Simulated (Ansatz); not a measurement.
## Electronic structure of B$_{4}$F$_{2}$ in real space

Input

```
crystal:
  periodic: [false, false, false]
  atoms:
    - {symbol: B, position_ang: [-0.329533, 0.613686, 1.253337]}
    - {symbol: B, position_ang: [-0.669088, -0.455448, -0.100329]}
    - {symbol: B, position_ang: [0.669052, 0.455540, 0.100279]}
    - {symbol: B, position_ang: [0.329559, -0.613775, -1.253294]}
    - {symbol: F, position_ang: [1.027578, -0.898957, -2.330583]}
    - {symbol: F, position_ang: [-1.027568, 0.898954, 2.330591]}
basis:
  gaussian: {orbitals: def2-TZVP, initial_orbitals: start.molden}
hamiltonian: {xc: pbe0, dispersion: d4}
scf: {omitted_lower_state_checks: [starts]}
output: {forces: true, orbitals: {seedname: orbitals}}
```

Command:

```sh
ansatz run in.yaml --threads 4 --pin off --events-out ev --progress --plain --max-ram 3916MiB
```

Geometry: PBE-D4/def2-SVP; not at a stationary point (largest force 0.8 eV/Å).

These are results of RKS PBE0-D4/def2-TZVP in Ansatz, not measurements.

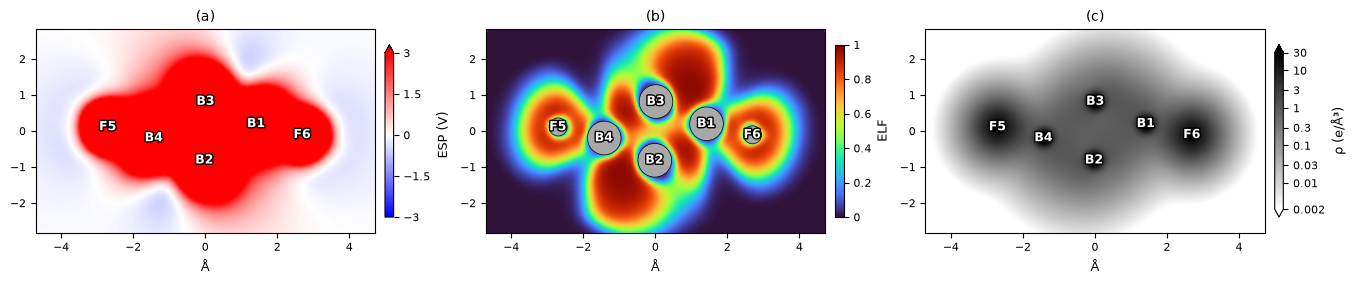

Figure 1. (a) electrostatic potential; (b) electron localisation function; (c) electron density on the molecular plane. Grey discs cover the atomic cores in the ELF map.

> Describe what can be read from this map.

Atoms in the plane: B and F. B–F (1.31 Å): the density is about 2.2 e/Å³ at the midpoint; the ELF peaks at about 0.85 between the atoms; a shared but strongly polarised pair. B–B (1.53 Å): ρ at the midpoint is about 1.1 e/Å³; the ELF peaks at about 0.80 between the atoms; a covalent bond. B–B (1.63 Å): the density is about 0.86 e/Å³ at the midpoint; the ELF peaks at about 0.60 between the atoms. B–B (1.76 Å): ρ at the midpoint is about 0.95 e/Å³; the ELF peaks at about 0.90 between the atoms, as expected for a covalent bond. The ELF also peaks beside F6 and F5, away from the bonds: lone-pair regions. Outside the dense part of the molecule the potential is most negative (−0.5 V) near F5 and F6.

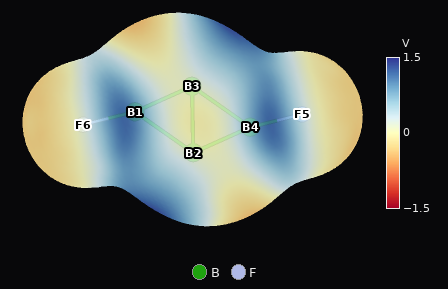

Figure 2. The electrostatic potential painted on the density surface at 0.002 e/bohr³, seen across its widest extent; red is negative and blue positive.

> Describe the electrostatic potential map.

The most negative region (about −0.4 V) lies over F5, the most positive (about +1.3 V) over B2 and B3.

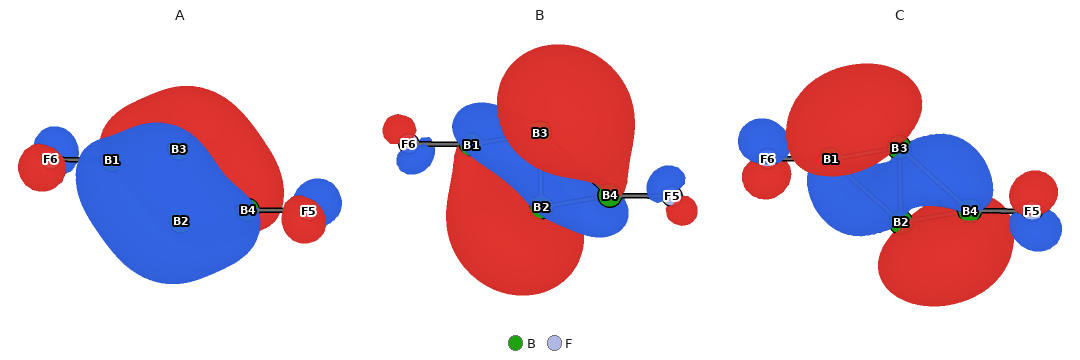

Figure 3. Three frontier orbitals at ±0.1 Å⁻³ᐟ² (blue and red are the two phases), in no order.

> Order the three orbitals by energy and name them.

A is the HOMO−1 (−8.04 eV). Its weight (Hirshfeld) is mainly on B2 (about 30 %), B3 (about 30 %), B1 (about 15 %) and B4 (about 15 %); it changes sign across the molecular plane (π type); it is ungerade (odd under inversion); π-bonding across B1–B2, B1–B3, B2–B3 and B2–B4. C is the HOMO (−7.20 eV). It lies mainly on B2 (about 25 %), B3 (about 25 %), B1 (about 20 %) and B4 (about 20 %); it is symmetric in the molecular plane (an in-plane orbital: σ, lone-pair or in-plane π type); it is gerade (even under inversion). B is the LUMO (−4.00 eV). Its weight (Hirshfeld) is mainly on B2 (about 40 %), B3 (about 40 %), B1 (about 10 %) and B4 (about 10 %); it is symmetric in the molecular plane (an in-plane orbital: σ, lone-pair or in-plane π type); it is gerade (even under inversion).

> What is the HOMO–LUMO gap?

3.20 eV between the orbital energies.
